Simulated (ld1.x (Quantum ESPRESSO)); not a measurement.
**An RRKJ potential for Co: one input and its neighbour**

Two related inputs are run: the one described here, and one that differs from it in little. What comes out is then tested.

The numbers are computed with ld1.x (Quantum ESPRESSO) 7.5 (LDA (PZ), scalar-relativistic, spin-unpolarised reference atom).

### Step 1. Settings

Typed settings, in words:

```
element                        : cobalt (Co, Z = 27)
type                           : norm-conserving RRKJ (Kleinman–Bylander form)
frozen core                    : [Ne]
valence charge                 : 17
reference configuration        : 3s2 3p6 3d7 4s2 4p0
partial waves                  : 3s (bound): rc 0.90 bohr; 3p (bound): rc 1.56 bohr; 3d (bound): rc 1.96 bohr
occupied shells without a wave : 4s
local potential                : the d channel
core correction                : Bessel-smoothed model core inside 0.45 bohr
```

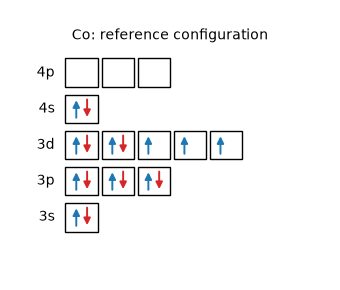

The outer shells as boxes. The arrows follow Hund's rule for the drawing; the calculation itself is spin-unpolarised.

### Step 2. The first input

Co.in

```
 &input
   title='Co', zed=27., rel=1, dft='PZ', iswitch=3,
   config='[Ar] 3d7 4s2 4p0',
   nld=3, rlderiv=2.15, eminld=-9.0, emaxld=5.0, deld=0.04
 /
 &inputp
   pseudotype=2, tm=.false., rho0=0.01, lloc=2,
   nlcc=.true., new_core_ps=.true., rcore=0.45,
   file_pseudopw='Co.UPF', file_wfcaegen='ae.wfc', file_wfcncgen='nc.wfc', file_beta='beta', file_chi='chi'
 /
3
3S  1  0   2.00   0.00  0.90  0.90  0.0
3P  2  1   6.00   0.00  1.56  1.56  0.0
3D  3  2   7.00   0.00  1.96  1.96  0.0
 &test
   configts(1)='3s2 3p6 3d7 4s2 4p0'
 /
```

Started as:

```bash
$ ld1.x < Co.in > Co.out
```

The output, Co.out (without the banner and most projector matrices):

```text
[... the first 31 lines are left out ...]

     normalization and overlap integrals

     s(1S/1S) =  1.000000  <r> =   0.0563  <r2> =    0.0043  r(max) =   0.0370
     s(2S/2S) =  1.000000  <r> =   0.2560  <r2> =    0.0774  r(max) =   0.2131
     s(2P/2P) =  1.000000  <r> =   0.2252  <r2> =    0.0623  r(max) =   0.1723
     s(3S/3S) =  1.000000  <r> =   0.7752  <r2> =    0.6947  r(max) =   0.6731
     s(3P/3P) =  1.000000  <r> =   0.8170  <r2> =    0.7891  r(max) =   0.6816
     s(3D/3D) =  1.000000  <r> =   1.0712  <r2> =    1.5565  r(max) =   0.6648
     s(4S/4S) =  1.000000  <r> =   2.8687  <r2> =    9.6029  r(max) =   2.2914
     s(4P/4P) =  1.000000  <r> =   4.2636  <r2> =   21.9500  r(max) =   3.2113

     ------------------------ End of All-electron run ------------------------

     --------------------- Generating NC pseudopotential ---------------------

      Generating local pot.: lloc=2, matching radius rcloc =   1.9600

      Computing core charge for nlcc:

       r > 0.45 : true rho core
      Core charge pseudized with two Bessel functions
      Integrated core pseudo-charge :   7.07

      Wfc   3S  rcut= 0.909  Estimated cut-off energy=       59.79 Ry
      Using 4 Bessel functions for this wfc, rho(0) = 0.010
      This function has    0 nodes for 0 < r <    0.909

      Wfc   3P  rcut= 1.575  Estimated cut-off energy=       74.71 Ry
      This function has    0 nodes for 0 < r <    1.575

     ------------------- End of pseudopotential generation -------------------

     [... the all-electron block is printed once more ...]


     Computing logarithmic derivative in   2.13920

       Warning: n=1, l=0 expected 0 nodes, found 1
       Setting wfc to zero for this iteration
       (This warning will only be printed once per wavefunction)

       Warning: n=2, l=1 expected 0 nodes, found 1
       Setting wfc to zero for this iteration
       (This warning will only be printed once per wavefunction)

       Warning: n=3, l=2 expected 0 nodes, found 1
       Setting wfc to zero for this iteration
       (This warning will only be printed once per wavefunction)

       Warning: n=2, l=0 expected 1 nodes, found 3
       Setting wfc to zero for this iteration
       (This warning will only be printed once per wavefunction)

 %%%%%%%%%%%%%%%%%%%%%%%%%%%%%%%%%%%%%%%%%%%%%%%%%%%%%%%%%%%%%%%%%%%%%%%%%%%%%%
     Error in routine run_pseudo (1):
     Errors in PS-KS equation
 %%%%%%%%%%%%%%%%%%%%%%%%%%%%%%%%%%%%%%%%%%%%%%%%%%%%%%%%%%%%%%%%%%%%%%%%%%%%%%

     stopping ...
```

Run time: 0.57 s. Hardware: 1 thread, shared host.

### Step 3. Diagnosis

The generator stops with "run_pseudo: Errors in PS-KS equation". The reason: the pseudo-atom solver did not find the valence states with the expected number of nodes (a ghost state is one common cause; it was not tested here).

The second input is set otherwise in this: all radii scaled by 0.82 (s 0.74, p 1.28, d 1.62 bohr).

### Step 4. The second input

Co.in

```
 &input
   title='Co', zed=27., rel=1, dft='PZ', iswitch=3,
   config='[Ar] 3d7 4s2 4p0',
   nld=3, rlderiv=1.75, eminld=-9.0, emaxld=5.0, deld=0.04
 /
 &inputp
   pseudotype=2, tm=.false., rho0=0.01, lloc=2,
   nlcc=.true., new_core_ps=.true., rcore=0.45,
   file_pseudopw='Co.UPF', file_wfcaegen='ae.wfc', file_wfcncgen='nc.wfc', file_beta='beta', file_chi='chi'
 /
3
3S  1  0   2.00   0.00  0.74  0.74  0.0
3P  2  1   6.00   0.00  1.28  1.28  0.0
3D  3  2   7.00   0.00  1.62  1.62  0.0
 &test
   configts(1)='3s2 3p6 3d7 4s2 4p0'
 /
```

Started as:

```bash
$ ld1.x < Co.in > Co.out
```

What the program wrote to Co.out (without the banner and most projector matrices):

```text
     Program LD1 v.7.5
     --------------------------- All-electron run ----------------------------

     Co
     scalar relativistic calculation

     atomic number is 27.00
     dft =PZ   lsd =0 sic =0 latt =0  beta=0.20 tr2=1.0E-14
     Exchange-correlation= PZ
                           (   1   1   0   0   0   0   0)
     mesh =1193 r(mesh) =  99.89935 a.u. xmin = -7.00 dx = 0.01250
     1 Ry =  13.60569312 eV, c = 137.03599908

     n l     nl                  e(Ry)          e(Ha)          e(eV)
     1 0     1S 1( 2.00)      -556.8808      -278.4404     -7576.7497
     2 0     2S 1( 2.00)       -65.9353       -32.9676      -897.0949
     2 1     2P 1( 6.00)       -56.5540       -28.2770      -769.4561
     3 0     3S 1( 2.00)        -7.4873        -3.7436      -101.8698
     3 1     3P 1( 6.00)        -4.8151        -2.4075       -65.5123
     3 2     3D 1( 7.00)        -0.6217        -0.3109        -8.4589
     4 0     4S 1( 2.00)        -0.4175        -0.2087        -5.6803
     4 1     4P 1( 0.00)        -0.1022        -0.0511        -1.3908

     final scf error:  4.4E-15 reached in  25 iterations

     Etot =   -2781.547307 Ry,   -1390.773653 Ha,  -37844.879062 eV

     Ekin =    2816.209536 Ry,    1408.104768 Ha,   38316.482721 eV
     Encl =   -6668.364810 Ry,   -3334.182405 Ha,  -90727.725233 eV
     Eh   =    1184.397073 Ry,     592.198537 Ha,   16114.543115 eV
     Exc  =    -113.789107 Ry,     -56.894553 Ha,   -1548.179664 eV

     normalization and overlap integrals

     s(1S/1S) =  1.000000  <r> =   0.0563  <r2> =    0.0043  r(max) =   0.0370
     s(2S/2S) =  1.000000  <r> =   0.2560  <r2> =    0.0774  r(max) =   0.2131
     s(2P/2P) =  1.000000  <r> =   0.2252  <r2> =    0.0623  r(max) =   0.1723
     s(3S/3S) =  1.000000  <r> =   0.7752  <r2> =    0.6947  r(max) =   0.6731
     s(3P/3P) =  1.000000  <r> =   0.8170  <r2> =    0.7891  r(max) =   0.6816
     s(3D/3D) =  1.000000  <r> =   1.0712  <r2> =    1.5565  r(max) =   0.6648
     s(4S/4S) =  1.000000  <r> =   2.8687  <r2> =    9.6029  r(max) =   2.2914
     s(4P/4P) =  1.000000  <r> =   4.2636  <r2> =   21.9500  r(max) =   3.2113

     ------------------------ End of All-electron run ------------------------

     --------------------- Generating NC pseudopotential ---------------------

      Generating local pot.: lloc=2, matching radius rcloc =   1.6200

      Computing core charge for nlcc:

       r > 0.45 : true rho core
      Core charge pseudized with two Bessel functions
      Integrated core pseudo-charge :   7.07

      Wfc   3S  rcut= 0.744  Estimated cut-off energy=       83.58 Ry
      Using 4 Bessel functions for this wfc, rho(0) = 0.010
      This function has    0 nodes for 0 < r <    0.744

      Wfc   3P  rcut= 1.289  Estimated cut-off energy=      109.75 Ry
      This function has    0 nodes for 0 < r <    1.289

     ------------------- End of pseudopotential generation -------------------

     [... the all-electron block is printed once more ...]


     Computing logarithmic derivative in   1.75143

       Warning: n=1, l=0 expected 0 nodes, found 1
       Setting wfc to zero for this iteration
       (This warning will only be printed once per wavefunction)

       Warning: n=2, l=1 expected 0 nodes, found 1
       Setting wfc to zero for this iteration
       (This warning will only be printed once per wavefunction)

     Computing logarithmic derivative in   1.75143
     Computing the partial wave expansion
     R is outside the sphere for l=    0 j= 0.00
     R is outside the sphere for l=    1 j= 0.00
       no projector for channel:   2

     ---------------------- Testing the pseudopotential ----------------------

     Co
     scalar relativistic calculation

     atomic number is 27.00   valence charge is 17.00
     dft =PZ   lsd =0 sic =0 latt =0  beta=0.20 tr2=1.0E-14
     mesh =1193 r(mesh) =  99.89935 xmin = -7.00 dx = 0.01250

     n l     nl             e AE (Ry)        e PS (Ry)    De AE-PS (Ry)
     1 0     3S   1( 2.00)       -7.48729       -7.48729       -0.00000
     2 1     3P   1( 6.00)       -4.81507       -4.81507       -0.00000
     3 2     3D   1( 7.00)       -0.62172       -0.62172        0.00000
     2 0     4S   1( 2.00)       -0.41749       -0.37847       -0.03903  !
     3 1     4P   1( 0.00)       -0.10222       -0.08820       -0.01403  !

     eps = 8.7E-15  iter = 27

     Etot =   -2781.547307 Ry,   -1390.773653 Ha,  -37844.879062 eV
     Etotps =  -305.886172 Ry,    -152.943086 Ha,   -4161.793387 eV

     Ekin =     142.865371 Ry,      71.432686 Ha,    1943.782398 eV
     Encl =    -680.036290 Ry,    -340.018145 Ha,   -9252.365075 eV
     Ehrt =     242.997827 Ry,     121.498913 Ha,    3306.153864 eV
     Ecxc =     -52.893684 Ry,     -26.446842 Ha,    -719.655238 eV
     (Ecc =     -21.752111 Ry,     -10.876055 Ha,    -295.952543 eV)
     Epseu=      41.180604 Ry,      20.590302 Ha,     560.290663 eV

     ---------------------- End of pseudopotential test ----------------------
```

Run time: 1.7 s. Hardware: 1 thread, shared host. (Generation and the later configuration tests together.)

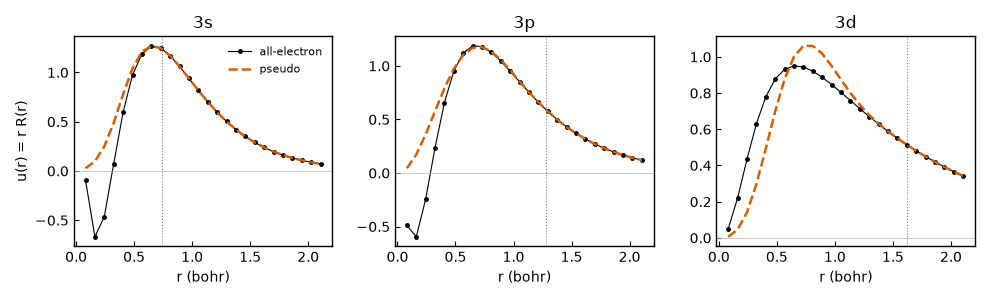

Bound waves of the atom and their pseudo partners (3s, 3p, 3d), with the matching radii dotted. The curves join 26 sampled radii, too few to resolve the innermost nodes.

(Part 1 of 2 ends here.)
